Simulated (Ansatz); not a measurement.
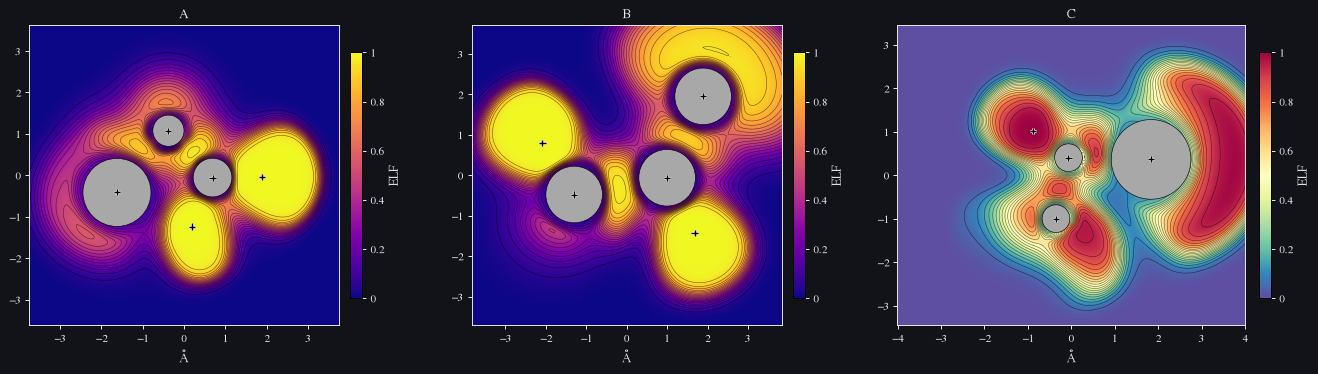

The ELF of 3 systems, each on a plane through atoms (crosses mark nuclei in the plane; grey discs cover the cores).

Level of theory: Ansatz 0.2.0, isolated molecule in a Gaussian basis; Kohn-Sham density functional theory, functional PBE0.

System 1: H4Si3 (SMILES [Si]#[SiH-][SiH3]) (charge −1, doublet), the plane of atoms Si1, Si2 and Si3. Geometry: B3LYP-D3(BJ)/def2-SVPD.

```xyz
7

Si   -0.9698   -4.3756    0.6379
Si   -1.5316   -3.9226   -1.4399
Si   -0.3098   -2.5182   -2.8505
H    -2.7179   -4.4096   -2.2488
H    -1.0334   -1.2968   -3.3728
H     0.9020   -1.9695   -2.1536
H     0.2306   -3.1440   -4.1171
```

System 2: CH5BGe (charge +1, doublet), the plane of atoms C1, B2 and Ge3. Geometry: PBE0-D3(BJ)/def2-SVP.

| atom | x (Å) | y (Å) | z (Å) |
| --- | --- | --- | --- |
| C | 1.1248 | -0.6433 | 0.1992 |
| B | 0.0777 | 0.5049 | 0.1808 |
| Ge | -0.3011 | -1.6415 | -0.6581 |
| H | 2.0609 | -0.5191 | -0.3712 |
| H | 0.1267 | 1.6546 | 0.5170 |
| H | -1.0755 | 0.1605 | -0.2579 |
| H | 1.3688 | -0.9609 | 1.2293 |
| H | -0.5572 | -1.3894 | -2.1704 |

System 3: GaH3N2 (SMILES N[NH][Ga]), the plane of atoms Ga1, N3 and H5. Geometry: B3LYP-D3(BJ)/6-311G**.

```yaml
atoms:
  - { symbol: Ga, position_ang: [-0.3808, 0.6202, 2.1066] }
  - { symbol: N, position_ang: [-1.2161, -0.0415, -0.2405] }
  - { symbol: N, position_ang: [-0.2536, 0.9078, 0.2322] }
  - { symbol: H, position_ang: [-1.9796, 0.4038, -0.7412] }
  - { symbol: H, position_ang: [0.2125, 1.4471, -0.4913] }
  - { symbol: H, position_ang: [-0.7964, -0.7481, -0.8375] }
```

### Which map belongs to which system?

Panel A is system 2, CH5BGe: the plane holds C, B, Ge and H. C–B (1.55 Å): the ELF peaks at about 0.95 between the atoms; a shared electron pair. Panel B is system 1, H4Si3: the plane holds Si and H. Si–Si (2.20 Å): the ELF peaks at about 0.90 between the atoms; a shared electron pair. Panel C is system 3, GaH3N2: the plane holds Ga, N and H. N–N (1.43 Å): the ELF peaks at about 0.85 between the atoms; localised, covalent bonding.
